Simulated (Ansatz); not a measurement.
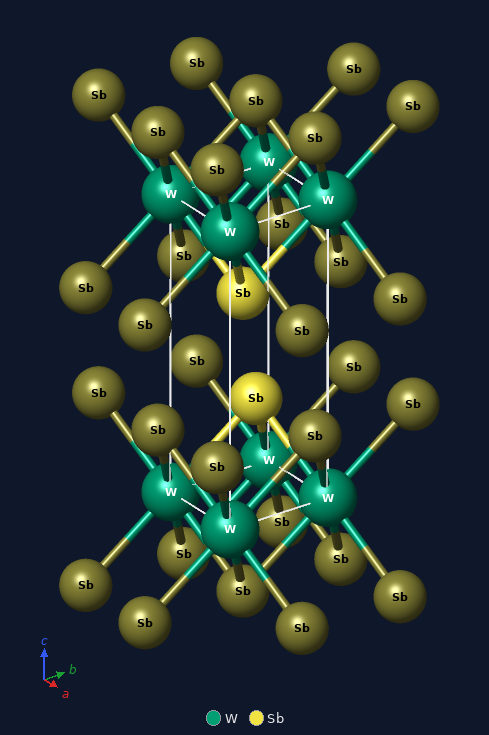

A ball-and-stick rendering, viewed slightly off an axis. The frame is the conventional unit cell; atoms at its boundary are shown with their periodic copies. Every bond is drawn to its end, so some atoms lie outside the box, in fainter colours.

Sb2W, space group P-3m1 (No. 164), a = 3.465 Å, b = 3.465 Å, c = 6.717 Å, α = 90.00°, β = 90.00°, γ = 120.00°. It goes back to a structure type filled with these elements by a generator (whether the compound takes this form wasn't checked). Earlier steps of the study, as a rule a relaxation of our own, may have changed the cell and positions, so they can lie some per cent off the listed ones. An electronic-structure calculation with Ansatz was run on it.

This one geometry was computed with Ansatz (DFT, plane waves, PAW) at four levels of theory: PBEsol, LDA, PBE with spin-orbit coupling and r2SCAN.

### Which level gives the highest pressure at this volume, and what does that say about its equilibrium volume?

Highest: PBE with spin-orbit coupling (0.2 GPa), which points to the largest equilibrium volume. Lowest, with the smallest volume: LDA (-6.5 GPa). Levels within 0.5 GPa of each other can't be told apart.

### How does the band gap change with the level of theory?

All levels give a metal.

### Collect the results in a table.

| level | cutoff (eV) | k-mesh of the run's cell | gap (eV) | pressure (GPa) |
| --- | --- | --- | --- | --- |
| PBEsol | 420 | 12×12×6 | metal | -4.3 |
| LDA | 420 | 12×12×6 | metal | -6.5 |
| PBE with spin-orbit coupling | 420 | 12×12×6 | metal | 0.2 |
| r2SCAN | 500 | 12×12×6 | metal | -1.6 |

Gaps are taken on the k-mesh or band path of each run.
